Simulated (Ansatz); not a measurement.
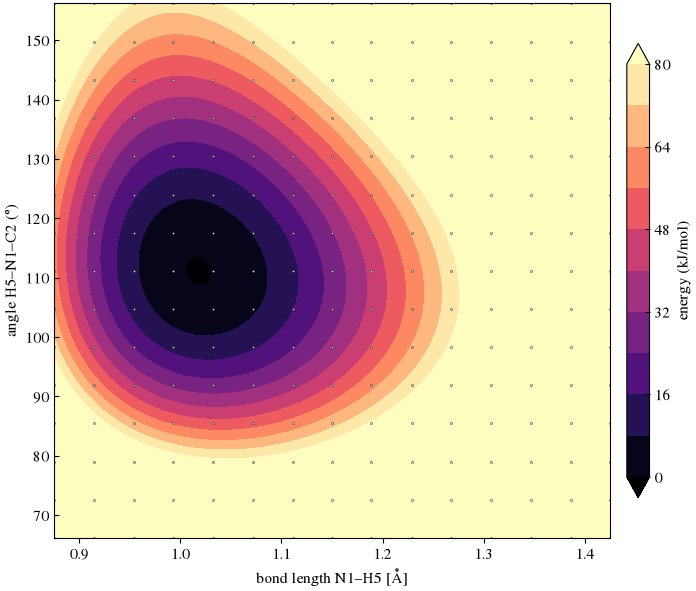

C₂H₂NS, SMILES N=C1[CH-]S1, charge −1. First axis: bond length N1–H5. Second axis: angle H5–N1–C2. Nothing is relaxed (all other coordinates rigid). Grid: 15 × 15 points. Points are written as (first, second). All energies are given in kJ/mol relative to the lowest grid point. Method: RKS B3LYP-D4/def2-SVPD in Ansatz 0.2.0.

In the figure: filled contours, dots at the grid points, one colour for all values above the top of the scale. Between grid points the surface is interpolated.

Question: Where is the minimum, and how stiff is the well along each coordinate?

Answer: The interpolated minimum is at bond length N1–H5 ≈ 1.018 Å, angle H5–N1–C2 ≈ 111.2°. The curvatures there are about 43 eV/Å² and 4.4 eV/rad², with a cross term of about 1.5 eV/(Å·rad). Round the minimum the two coordinates are weakly coupled (coupling 0.11 in units of the two stiffnesses). (1 eV is 96.5 kJ/mol.)
